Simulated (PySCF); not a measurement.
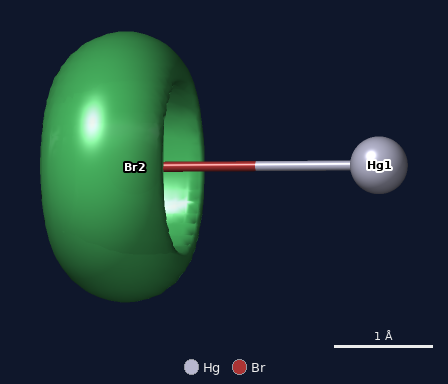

*HgBr (doublet). Isosurface of the ELF at 0.8 (green), seen from one side. Core shells and regions of very low density are left out.*

Core potentials replace the inner electrons of Hg.

Computed with PBE0/cc-pVDZ(-PP), non-relativistic Hamiltonian with scalar-relativistic core potentials where named, at a bond length of 2.573 Å (PySCF 2.14.0).

```xyz
2

Hg    0.0000    0.0000   -0.7229
Br    0.0000    0.0000    1.8501
```

**Identify the bonds, lone pairs and shells in this picture.**

The surface consists of one region wrapped around Br (its valence shell). Along the contacts the grid gives the following. Hg–Br (2.57 Å): the ELF peaks at about 0.65 in the valence shell of Br, 1.0 Å from its nucleus, and drops to about 0.20 between the two atoms.
